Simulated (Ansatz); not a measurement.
# Work function of Pt(111): what the settings cost and change

How far do cutoff, k-mesh and smearing move the work function of Pt(111)?

Method: plane-wave DFT, PBE, Ansatz PAW, in Ansatz 0.2.0.

Experimental background.

“Anisotropic work function of elemental crystals” (2019, arxiv:1902.07811) quotes from earlier work for Pt (clean (111) face, a compiled value): work function (clean (111) face, a compiled value) 5.91 eV.

Most raw output is cut from this account.

## Step 1: Starting point

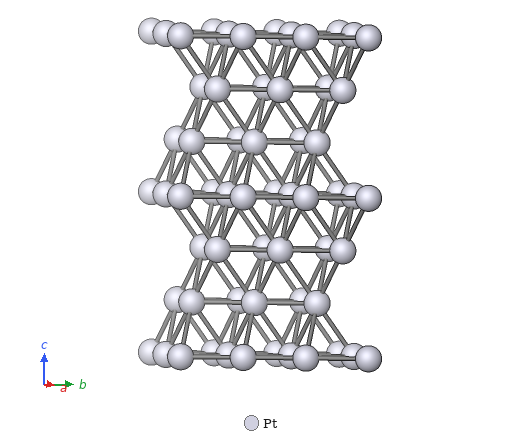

The cell as given, from the side, with the c axis up (platinum light grey). 2×3×1 cells are drawn. Some periodic images of atoms are drawn too.

The cell holds 7 atoms: 7 Pt. Cell: a = 2.772 Å, b = 2.772 Å, c = 31.579 Å, α = 90.0°, β = 90.0°, γ = 60.0°. Vacuum lies along c.

## Step 2: Run, setting cutoff 200 eV

A work function rests on the faint tail of the density, so the SCF threshold is tight. The cutoff is raised first; then mesh and smearing are varied at the default cutoff.

Input file input.yaml:

```yaml
crystal:
  lattice:
    - [2.7718585823, 0.0, 0.0]
    - [1.3859292911, 2.4004999479, 0.0]
    - [0.0, 0.0, 31.5792783313]
  atoms:
    - { symbol: Pt, position: [0.0, 0.0, 0.2849970131] }
    - { symbol: Pt, position: [0.3333333333, 0.3333333333, 0.3566646754] }
    - { symbol: Pt, position: [0.6666666667, 0.6666666667, 0.4283323377] }
    - { symbol: Pt, position: [0.0, 0.0, 0.5] }
    - { symbol: Pt, position: [0.3333333333, 0.3333333333, 0.5716676623] }
    - { symbol: Pt, position: [0.6666666667, 0.6666666667, 0.6433353246] }
    - { symbol: Pt, position: [0.0, 0.0, 0.7150029869] }
kpoints:
  mp_grid: { grid: [17, 17, 1] }
hamiltonian:
  xc: pbe
scf:
  occupations: { method: fermi_dirac, width: 0.1 }
  convergence: { dr2_threshold: 1.0e-09 }
efield:
  axis: 3
  dipole_correction: true
  ramp_position: 0.97
  ramp_width: 0.06
basis:
  ecutwfc: "200 eV"
output:
  write_potential: true
  write_density: true
  volumetric_format: npy
  elf: true
```

Command:

```bash
ansatz run input.yaml --threads 2 --pin off --max-ram 3072MiB --backend cpu --events-out ev --progress --plain --runs-dir out
```

Wall time 37 s (2 threads of Arm Neoverse N1, shared host); peak memory 0.44 GiB; 67 s of CPU time.

Numbers from this step:

```yaml
energy_at_zero_smearing: -87584.0753 eV
work_function_upper_face: 6.343 eV
```

Running mean over 2.263 Å of the planar mean; the ramp of the sawtooth is left out. Electron's electrostatic potential energy less the Fermi level against z:

```csv
z (Å),electron's electrostatic potential energy less the Fermi level (eV)
5.0,6.12
7.5,1.32
10.0,-12.0
12.5,-12.2
15.0,-12.3
17.5,-12.3
20.0,-12.2
22.5,-11.7
25.0,5.60
27.5,6.21
```

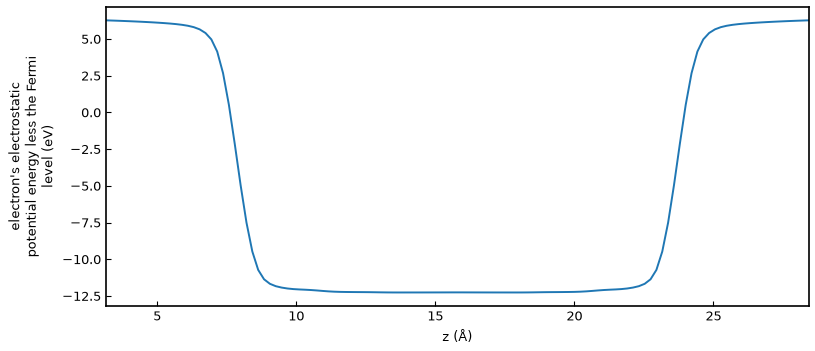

Electron's electrostatic potential energy less the Fermi level against z.

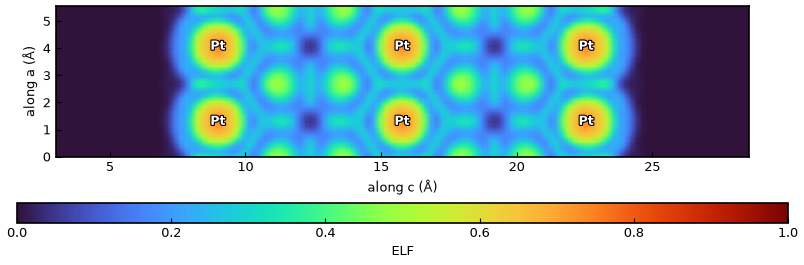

ELF in the ca plane at fractional y = 0.000, with atoms of Pt within 0.2 Å of it. It is the smooth field of the valence electrons, not physical close to the nuclei. The map starts off the cell's origin, so that atoms lie inside it. The far vacuum is left out of the map.

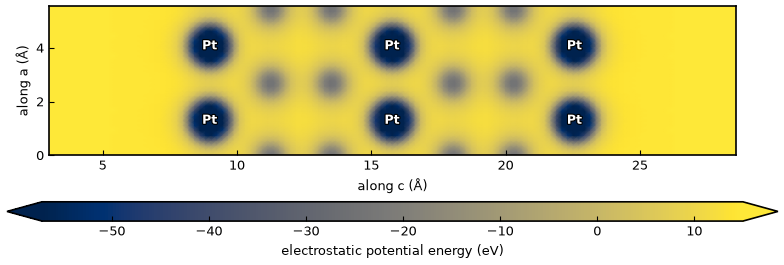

Electrostatic potential energy in the ca plane at fractional y = 0.000, with atoms of Pt within 0.2 Å of it. With pseudopotentials it is smooth inside the atoms' cores, unlike the true potential. The map starts off the cell's origin, so that atoms lie inside it. The far vacuum is left out of the map.

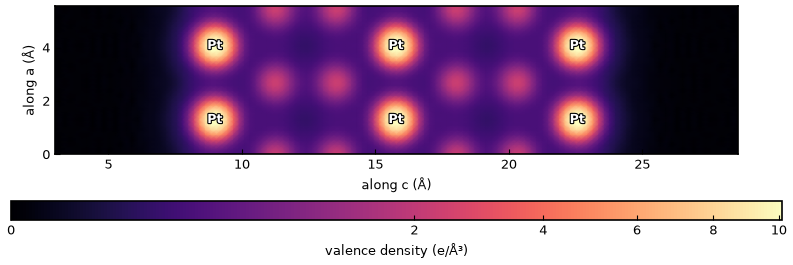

Valence density in the ca plane at fractional y = 0.000, with atoms of Pt within 0.2 Å of it. It is the smooth field of the valence electrons, not physical close to the nuclei. The map starts off the cell's origin, so that atoms lie inside it. The colour scale is stretched toward low values. The far vacuum is left out of the map.

The work function is 6.343 eV. The program marks this work function as in doubt.

## Step 3: Run

input.yaml: that of step 2 with these lines changed.

```diff
@@ -26,3 +26,3 @@
 basis:
-  ecutwfc: "200 eV"
+  ecutwfc: "300 eV"
 output:
@@ -31,2 +31 @@
   volumetric_format: npy
-  elf: true
```

Wall time 57 s (2 threads); peak memory 0.57 GiB.

The work function is 5.670 eV, -0.672 eV from the run “cutoff 200 eV”, at 1.5 times its CPU time.

## Step 4: Run

input.yaml: that of step 3 with these lines changed.

```diff
@@ -26,3 +26,3 @@
 basis:
-  ecutwfc: "300 eV"
+  ecutwfc: "420 eV"
 output:
```

It took 83 s on 2 threads; peak memory 0.8 GiB.

The work function is 5.663 eV, -0.680 eV from the run “cutoff 200 eV”, at 2.1 times its CPU time.

## Step 5: Slab

input.yaml: that of step 4 with these lines changed.

```diff
@@ -26,3 +26,3 @@
 basis:
-  ecutwfc: "420 eV"
+  ecutwfc: "600 eV"
 output:
```

Run time: 2.1 min. Hardware: 2 threads; peak memory 1.2 GiB; 3.7 min of CPU time.

The work function is 5.663 eV, +0.000 eV from the run “cutoff 420 eV”, at 1.6 times its CPU time.

## Step 6: Slab

input.yaml: that of step 5 with these lines changed.

```diff
@@ -14,3 +14,3 @@
 kpoints:
-  mp_grid: { grid: [17, 17, 1] }
+  mp_grid: { grid: [3, 3, 1] }
 hamiltonian:
@@ -25,4 +25,2 @@
   ramp_width: 0.06
-basis:
-  ecutwfc: "600 eV"
 output:
```

It took 11 s on 2 threads; peak memory 0.44 GiB.

The work function is 5.358 eV, -0.305 eV from the run “cutoff 420 eV”, at 0.10 times its CPU time.

## Step 7: Run

input.yaml: that of step 6 with these lines changed.

```diff
@@ -14,3 +14,3 @@
 kpoints:
-  mp_grid: { grid: [3, 3, 1] }
+  mp_grid: { grid: [6, 6, 1] }
 hamiltonian:
```

It took 19 s on 2 threads; peak memory 0.48 GiB.

The work function is 5.599 eV, -0.064 eV from the run “cutoff 420 eV”, at 0.21 times its CPU time.

## Step 8: Slab

input.yaml: that of step 7 with these lines changed.

```diff
@@ -14,3 +14,3 @@
 kpoints:
-  mp_grid: { grid: [6, 6, 1] }
+  mp_grid: { grid: [11, 11, 1] }
 hamiltonian:
```

Wall time 45 s (2 threads); peak memory 0.58 GiB; 75 s of CPU time.

The work function is 5.638 eV, -0.025 eV from the run “cutoff 420 eV”, at 0.53 times its CPU time.

## Step 9: Slab

input.yaml: that of step 8 with these lines changed.

```diff
@@ -14,3 +14,3 @@
 kpoints:
-  mp_grid: { grid: [11, 11, 1] }
+  mp_grid: { grid: [26, 26, 1] }
 hamiltonian:
```

Elapsed: 2.8 min, on 2 threads; peak memory 1.2 GiB.

The work function is 5.661 eV, -0.002 eV from the run “cutoff 420 eV”, at 2.1 times its CPU time.

## Step 10: Slab

input.yaml: that of step 9 with these lines changed.

```diff
@@ -14,3 +14,3 @@
 kpoints:
-  mp_grid: { grid: [26, 26, 1] }
+  mp_grid: { grid: [17, 17, 1] }
 hamiltonian:
@@ -18,3 +18,3 @@
 scf:
-  occupations: { method: fermi_dirac, width: 0.1 }
+  occupations: { method: gaussian, width: 0.05 }
   convergence: { dr2_threshold: 1.0e-09 }
```

Wall time 83 s (2 threads); peak memory 0.8 GiB; 2.4 min of CPU time.

The work function is 5.672 eV, +0.009 eV from the run “cutoff 420 eV”, at 1.0 times its CPU time.

## Step 11: Slab

input.yaml: that of step 10 with these lines changed.

```diff
@@ -18,3 +18,3 @@
 scf:
-  occupations: { method: gaussian, width: 0.05 }
+  occupations: { method: methfessel_paxton, width: 0.2 }
   convergence: { dr2_threshold: 1.0e-09 }
```

Wall time 87 s (2 threads); peak memory 0.8 GiB; 2.5 min of CPU time.

The work function is 5.676 eV, +0.013 eV from the run “cutoff 420 eV”, at 1.1 times its CPU time.

## Step 12: Slab

input.yaml: that of step 11 with these lines changed.

```diff
@@ -18,3 +18,3 @@
 scf:
-  occupations: { method: methfessel_paxton, width: 0.2 }
+  occupations: { method: fermi_dirac, width: 0.3 }
   convergence: { dr2_threshold: 1.0e-09 }
```

It took 96 s on 2 threads; peak memory 0.86 GiB; 2.7 min of CPU time.

The work function is 5.589 eV, -0.074 eV from the run “cutoff 420 eV”, at 1.1 times its CPU time.

## Step 13: Slab

input.yaml: that of step 12 with these lines changed.

```diff
@@ -18,3 +18,3 @@
 scf:
-  occupations: { method: fermi_dirac, width: 0.3 }
+  occupations: { method: cold, width: 0.1 }
   convergence: { dr2_threshold: 1.0e-09 }
```

Wall time 88 s (2 threads); peak memory 0.8 GiB; 2.5 min of CPU time.

The work function is 5.671 eV, +0.008 eV from the run “cutoff 420 eV”, at 1.1 times its CPU time.

## Step 14: Comparing the runs

Times are for 2 threads of Arm Neoverse N1, shared host. The runs compared:

```csv
no.,setting,"work function, upper face (eV)",time,memory (GiB)
1,cutoff 200 eV,6.343,37 s,0.44
2,cutoff 300 eV,5.670,57 s,0.57
3,cutoff 420 eV,5.663,83 s,0.8
4,cutoff 600 eV,5.663,2.1 min,1.2
5,mesh 3x3,5.358,11 s,0.44
6,mesh 6x6,5.599,19 s,0.48
7,mesh 11x11,5.638,45 s,0.58
8,mesh 26x26,5.661,2.8 min,1.2
9,Gaussian smearing 0.05 eV,5.672,83 s,0.8
10,methfessel_paxton smearing 0.2 eV,5.676,87 s,0.8
11,fermi_dirac smearing 0.3 eV,5.589,96 s,0.86
12,cold smearing 0.1 eV,5.671,88 s,0.8
```

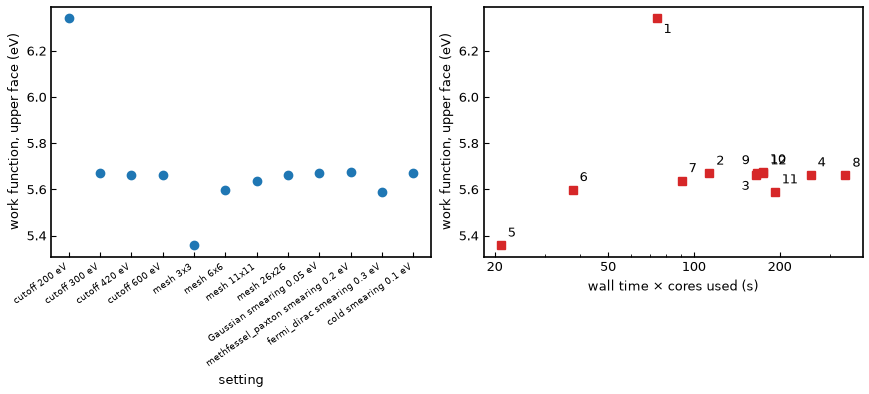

The series as plots; the last panel sets the first result against cost, with the runs numbered as in the table.

## Step 15: A changed input

An input spoilt on purpose, to show how the run answers: it repeats the earlier run “cutoff 200 eV” with efield.ramp_width from 0.06 to 0.9, and scf.max_iter set to 60; its output block differs too.

input.yaml: that of step 13 with these lines changed.

```diff
@@ -18,4 +18,5 @@
 scf:
-  occupations: { method: cold, width: 0.1 }
+  occupations: { method: fermi_dirac, width: 0.1 }
   convergence: { dr2_threshold: 1.0e-09 }
+  max_iter: 60
 efield:
@@ -24,3 +25,5 @@
   ramp_position: 0.97
-  ramp_width: 0.06
+  ramp_width: 0.9
+basis:
+  ecutwfc: "200 eV"
 output:
```

Wall time 0.34 s (2 threads); peak memory 0.24 GiB.

The input was rejected at the start.

The program's message: “Error: efield: ion 0 (Pt) at fractional coordinate 0.2850 along the field axis lies inside the sawtooth ramp with 2 of the planes that the density is read on at each end, [0.9567, 0.8833] — the ramp m …”

The fault put into the input: a ramp so wide that it reaches the atoms.

## Step 16: What came out

```
work function, cutoff 200 eV : 6.343 eV
work function, cutoff 420 eV : 5.663 eV
work function, cutoff 600 eV : 5.663 eV
work function, mesh 3x3      : 5.358 eV
```

In words: The run at the highest cutoff gives 5.66 eV, and the settings tried spread the value from 5.36 to 6.34 eV. Against 600 eV, a cutoff of 200 eV is off by +0.679 eV. Against 600 eV, a cutoff of 420 eV is off by -0.000 eV. Against the finest mesh, 26 points along a, the coarser ones are off by -0.30 (3), -0.06 (6) and -0.02 (11) eV. The smearing schemes and widths spread it over 0.09 eV. The program marks the value as in doubt in “cutoff 200 eV”. The ladder's slabs use the tabulated experimental lattice constant (two decimals; a low-temperature value for the alkali metals). In 1 run of the series (cutoff 200 eV) the program warns that electrons reach the sawtooth's ramp, which makes dipole and work function less sure.

Computed beside measured:

| quantity | measured | cutoff 600 eV |
| --- | --- | --- |
| work function (clean (111) face, a compiled value) (eV) | 5.91 | 5.66 (-0.25 eV) |

Measured values from arxiv:1902.07811 (2019).

How well it matches: The work function is off by -0.25 eV: fair agreement. The grades are ours: good and fair within 3 and 7 % for the work function. No cell relaxation is part of this session.

[Logs are printed without paths, hosts, clocks, repeated set-up lines and the standing remarks that a program may print on its own settings, such as how far it seeks lower states.]

[Hosts, paths, dates, database ids (printed as entryN), source tags and the programs' standing remarks are cut or masked in the printed files.]

[Maps of the electrostatic potential energy from Ansatz leave out the sawtooth potential of an applied field or a dipole correction, so their vacuum need not be flat; planar profiles and work functions include it.]
